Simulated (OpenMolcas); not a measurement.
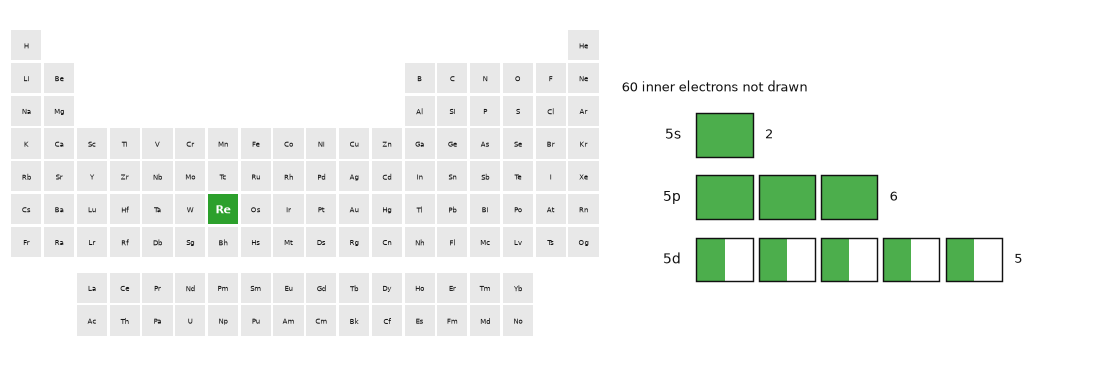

Left, the place of rhenium in the periodic table; right, the outer shells of the leading configuration of the lowest level: a box for each of the 2l + 1 orbitals, shaded by the share of the shell that is filled, with the electron count at the right.

**Multiconfigurational calculation: Re²⁺ (part 1 of 2)**

- system: Re²⁺.
- method: state-averaged RASSCF, active space 11 electrons in the shells 5p 5d; RAS1 5p with at most 2 holes, basis ANO-R2, X2C scalar Hamiltonian, spin-orbit coupling by RASSI with atomic mean-field integrals (OpenMolcas)

**Output (extracts)**
```
--- SEWARD ---
Basis set label: RE.ANO-R...8S6P5D3F1G.

      Electronic valence basis set:
      ------------------
      Associated Effective Charge  75.000000 au
      Associated Actual Charge     75.000000 au
      Nuclear Model: Finite nucleus - Gaussian distribution
        Gaussian exponent, Xi/bohr**(-2):  1.46717E+08

      Shell  nPrim  nBasis  Cartesian Spherical Contaminant
         s      25       8        X
         p      20       6        X
         d      15       5                 X
         f      10       3                 X
         g       4       1                 X
                  Relativistic X2C integrals
                  Atomic mean-field integrals
--- RASSCF ---
Wave function specifications:
      -----------------------------

      Number of closed shell electrons          62
      Number of electrons in active shells      11
      Max number of holes in RAS1 space          2
      Max nr of electrons in RAS3 space          0
      Number of inactive orbitals               31
      Number of active orbitals                  8
      Number of secondary orbitals              42
      Spin quantum number                      2.5
      State symmetry                             1
Orbital specifications:
      -----------------------

      Symmetry species                           1   2
                                                ag  au
      Frozen orbitals                            0   0
      Inactive orbitals                         15  16
      Active orbitals                            5   3
      RAS1 orbitals                              0   3
      RAS2 orbitals                              5   0
      RAS3 orbitals                              0   0
      Secondary orbitals                        22  20
      Deleted orbitals                           0   0
      Number of basis functions                 42  39
      Number of CSFs                            31
      Number of root(s) required                 1
      Iter CI   SX   CI       RASSCF       Energy    max ROT     max BLB   max BLB  Level Ln srch  Step   QN
          iter iter root      energy       change     param      element    value   shift minimum  type update
 Nr of preliminary CI iterations:   1
      Total energies have been shifted. Add               -16000.00 au
        1   1    7    1  -687.63195666    0.00E+00   2.73E-03   16  24 1  2.75E-03*  0.00   0.00    SX    NO
        2   1    7    1  -687.63198922   -3.26E-05*  7.69E-04   19  23 2  1.88E-03*  0.00   0.00    SX    NO
        3   1    7    1  -687.63199120   -1.99E-06*  5.61E-04   10  37 2 -1.27E-03*  0.00   0.00    SX    NO
        4   1    7    1  -687.63199189   -6.86E-07*  4.08E-04   10  37 2  1.15E-03*  0.00   0.00    SX    NO
        5   1    7    1  -687.63199237   -4.79E-07*  1.90E-04   10  37 2 -1.02E-03*  0.00   0.53    LS   YES
        6   1    5    1  -687.63199386   -1.49E-06*  5.39E-06   19  20 2 -1.44E-05   0.00   1.00    QN   YES
        7   1    4    1  -687.63199386   -4.66E-10   1.89E-06    9  23 1  3.15E-06   0.00   0.90    QN   YES
      Convergence after  7 iterations
        8   1    4    1  -687.63199386   -1.46E-11   1.89E-06   19  23 2  2.40E-07   0.00   0.90    QN   YES
      Natural orbitals and occupation numbers for root  1
      sym 1:   1.001266   1.001266   1.001266   1.001266   1.001266
      sym 2:   1.997890   1.997890   1.997890
::    RASSCF root number  1 Total energy: -16687.63199386
--- RASSCF ---
Wave function specifications:
      -----------------------------

      Number of closed shell electrons          62
      Number of electrons in active shells      11
      Max number of holes in RAS1 space          2
      Max nr of electrons in RAS3 space          0
      Number of inactive orbitals               31
      Number of active orbitals                  8
      Number of secondary orbitals              42
      Spin quantum number                      1.5
      State symmetry                             1
Orbital specifications:
      -----------------------

      Symmetry species                           1   2
                                                ag  au
      Frozen orbitals                            0   0
      Inactive orbitals                         15  16
      Active orbitals                            5   3
      RAS1 orbitals                              0   3
      RAS2 orbitals                              5   0
      RAS3 orbitals                              0   0
      Secondary orbitals                        22  20
      Deleted orbitals                           0   0
      Number of basis functions                 42  39
      Number of CSFs                           234
      Number of root(s) required                24
      Iter CI   SX   CI       RASSCF       Energy    max ROT     max BLB   max BLB  Level Ln srch  Step   QN
          iter iter root      energy       change     param      element    value   shift minimum  type update
 Nr of preliminary CI iterations:   1
      Total energies have been shifted. Add               -16000.00 au
        1   1    7    0  -687.50102991    0.00E+00  -1.58E-02   16  24 1 -1.14E-02*  0.00   0.00    SX    NO
        2   1    8    0  -687.50179946   -7.70E-04*  4.28E-03   19  23 2 -7.37E-03*  0.00   0.00    SX    NO
        3   1    8    0  -687.50184398   -4.45E-05*  2.48E-03   10  37 2  4.97E-03*  0.00   0.00    SX    NO
        4   1    8    0  -687.50185606   -1.21E-05*  1.76E-03   10  37 2 -4.74E-03*  0.00   0.00    SX    NO
        5   1    8    0  -687.50186425   -8.19E-06*  8.15E-04   10  37 2  4.26E-03*  0.00   0.53    LS   YES
        6   1    6    0  -687.50189051   -2.63E-05*  3.84E-05   10  37 2  8.09E-05   0.00   1.00    QN   YES
        7   1    5    0  -687.50189052   -1.19E-08   9.46E-06    9  23 1 -1.78E-05   0.00   0.83    QN   YES
      Convergence after  7 iterations
        8   1    5    0  -687.50189052   -6.29E-10   9.46E-06   19  20 2  1.29E-06   0.00   0.83    QN   YES
      Natural orbitals and occupation numbers for root  1
      sym 1:   1.000845   1.001256   1.001275   1.001079   1.000881
      sym 2:   1.998038   1.998222   1.998404
      Natural orbitals and occupation numbers for root  2
      sym 1:   1.001099   1.000870   1.000847   1.001235   1.001286
      sym 2:   1.998397   1.998237   1.998030
      Natural orbitals and occupation numbers for root  3
      sym 1:   1.000827   1.001245   1.000805   1.001147   1.001313
      sym 2:   1.998401   1.997982   1.998280
::    RASSCF root number  1 Total energy: -16687.52546869
::    RASSCF root number  2 Total energy: -16687.52546869
::    RASSCF root number  3 Total energy: -16687.52546869
::    RASSCF root number  4 Total energy: -16687.52546869
::    RASSCF root number  5 Total energy: -16687.52546869
::    RASSCF root number  6 Total energy: -16687.52546869
::    RASSCF root number  7 Total energy: -16687.52546869
::    RASSCF root number  8 Total energy: -16687.52546869
::    RASSCF root number  9 Total energy: -16687.52546869
::    RASSCF root number 10 Total energy: -16687.51704498
::    RASSCF root number 11 Total energy: -16687.51704498
::    RASSCF root number 12 Total energy: -16687.51704498
::    RASSCF root number 13 Total energy: -16687.50530949
::    RASSCF root number 14 Total energy: -16687.50530949
::    RASSCF root number 15 Total energy: -16687.50530949
::    RASSCF root number 16 Total energy: -16687.50530949
::    RASSCF root number 17 Total energy: -16687.50530949
::    RASSCF root number 18 Total energy: -16687.46263884
::    RASSCF root number 19 Total energy: -16687.46263884
::    RASSCF root number 20 Total energy: -16687.46263884
::    RASSCF root number 21 Total energy: -16687.46263884
::    RASSCF root number 22 Total energy: -16687.46263884
::    RASSCF root number 23 Total energy: -16687.46263884
::    RASSCF root number 24 Total energy: -16687.46263884
--- RASSCF ---
Wave function specifications:
      -----------------------------

      Number of closed shell electrons          62
      Number of electrons in active shells      11
      Max number of holes in RAS1 space          2
      Max nr of electrons in RAS3 space          0
      Number of inactive orbitals               31
      Number of active orbitals                  8
      Number of secondary orbitals              42
      Spin quantum number                      0.5
      State symmetry                             1
Orbital specifications:
      -----------------------

      Symmetry species                           1   2
                                                ag  au
      Frozen orbitals                            0   0
      Inactive orbitals                         15  16
      Active orbitals                            5   3
      RAS1 orbitals                              0   3
      RAS2 orbitals                              5   0
      RAS3 orbitals                              0   0
      Secondary orbitals                        22  20
      Deleted orbitals                           0   0
      Number of basis functions                 42  39
      Number of CSFs                           465
      Number of root(s) required                75
      Iter CI   SX   CI       RASSCF       Energy    max ROT     max BLB   max BLB  Level Ln srch  Step   QN
          iter iter root      energy       change     param      element    value   shift minimum  type update
 Nr of preliminary CI iterations:   1
      Total energies have been shifted. Add               -16000.00 au
        1   1    6    0  -687.42436826    0.00E+00  -8.77E-03   18  26 1 -6.35E-03*  0.00   0.00    SX    NO
        2   1    8    0  -687.42465734   -2.89E-04*  2.32E-03   19  23 2 -4.43E-03*  0.00   0.00    SX    NO
        3   1    8    0  -687.42467283   -1.55E-05*  1.38E-03   10  37 2  3.04E-03*  0.00   0.00    SX    NO
        4   1    8    0  -687.42467720   -4.36E-06*  9.91E-04   10  37 2 -2.90E-03*  0.00   0.00    SX    NO
        5   1    7    0  -687.42468019   -2.99E-06*  4.62E-04   10  37 2  2.61E-03*  0.00   0.53    LS   YES
        6   1    6    0  -687.42469010   -9.91E-06*  2.00E-05   10  37 2  4.37E-05   0.00   1.00    QN   YES
        7   1    5    0  -687.42469010   -3.81E-09   4.82E-06    9  23 1 -1.04E-05   0.00   0.83    QN   YES
      Convergence after  7 iterations
        8   1    5    0  -687.42469010   -1.93E-10   4.82E-06   19  20 2  7.48E-07   0.00   0.83    QN   YES
      Natural orbitals and occupation numbers for root  1
      sym 1:   1.000503   1.000532   1.000798   1.000825   1.000649
      sym 2:   1.998947   1.998846   1.998899
      Natural orbitals and occupation numbers for root  2
      sym 1:   1.000478   1.000835   1.000799   1.000470   1.000726
      sym 2:   1.998875   1.998965   1.998852
      Natural orbitals and occupation numbers for root  3
      sym 1:   1.000884   1.000449   1.000557   1.000893   1.000526
      sym 2:   1.998944   1.998933   1.998815
::    RASSCF root number  1 Total energy: -16687.47646053
::    RASSCF root number  2 Total energy: -16687.47646053
::    RASSCF root number  3 Total energy: -16687.47646053
::    RASSCF root number  4 Total energy: -16687.47646053
::    RASSCF root number  5 Total energy: -16687.47646053
::    RASSCF root number  6 Total energy: -16687.47646053
::    RASSCF root number  7 Total energy: -16687.47646053
::    RASSCF root number  8 Total energy: -16687.47646053
::    RASSCF root number  9 Total energy: -16687.47646053
::    RASSCF root number 10 Total energy: -16687.47646053
::    RASSCF root number 11 Total energy: -16687.47646053
::    RASSCF root number 12 Total energy: -16687.47646053
::    RASSCF root number 13 Total energy: -16687.47646053
::    RASSCF root number 14 Total energy: -16687.46851279
::    RASSCF root number 15 Total energy: -16687.46851279
::    RASSCF root number 16 Total energy: -16687.46851279
::    RASSCF root number 17 Total energy: -16687.46851279
::    RASSCF root number 18 Total energy: -16687.46851279
::    RASSCF root number 19 Total energy: -16687.46456985
::    RASSCF root number 20 Total energy: -16687.46456985
::    RASSCF root number 21 Total energy: -16687.46456985
::    RASSCF root number 22 Total energy: -16687.46456985
::    RASSCF root number 23 Total energy: -16687.46456985
::    RASSCF root number 24 Total energy: -16687.46456985
::    RASSCF root number 25 Total energy: -16687.46456985
::    RASSCF root number 26 Total energy: -16687.44936215
::    RASSCF root number 27 Total energy: -16687.44936215
::    RASSCF root number 28 Total energy: -16687.44936215
::    RASSCF root number 29 Total energy: -16687.44936215
::    RASSCF root number 30 Total energy: -16687.44936215
```

(Continued in part 2.) Outcome of the run: converged.
